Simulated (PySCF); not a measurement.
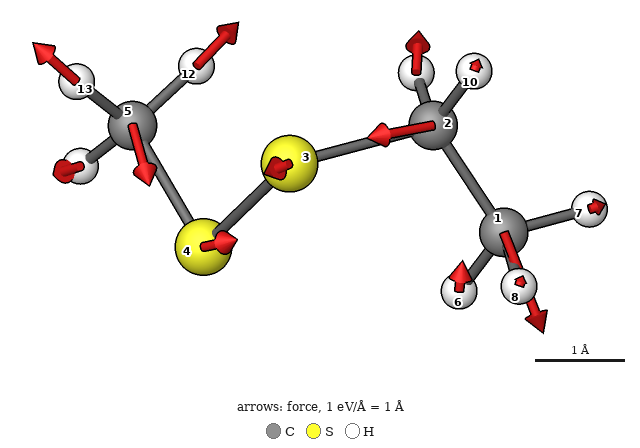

Starting geometry of C₃H₈S₂ with the computed forces as red arrows. The picture is a ball-and-stick view, seen at a tilt.

The start comes from GFN2-xTB. Its atoms were then displaced at random by about 0.01 Å.

These are results of PySCF, PBE0-D3(BJ)/def2-TZVP geometry optimisation, gas phase, not measurements. 

### Is this structure relaxed? If not, where do the atoms go?

It isn't relaxed: the largest force vector, on a C atom, is 1.26 eV/Å. The final displacements follow the starting forces only in part (cosine between the two patterns 0.32). An S atom moves most after the best rigid fit: 0.088 Å. Largest moves by element: S 0.088 Å, H 0.087 Å, C 0.044 Å. Some distances before and after: C–C 1.480 → 1.512 Å, S–S 2.058 → 2.028 Å, C–H 1.069 → 1.089 Å, C–H 1.103 → 1.092 Å. Bond angles that change, for instance: S–C–H 107.6° → 110.6°, H–C–H 110.0° → 107.2°, H–C–H 105.6° → 108.2°. The energy falls by 0.077 eV in 6 geometry steps.
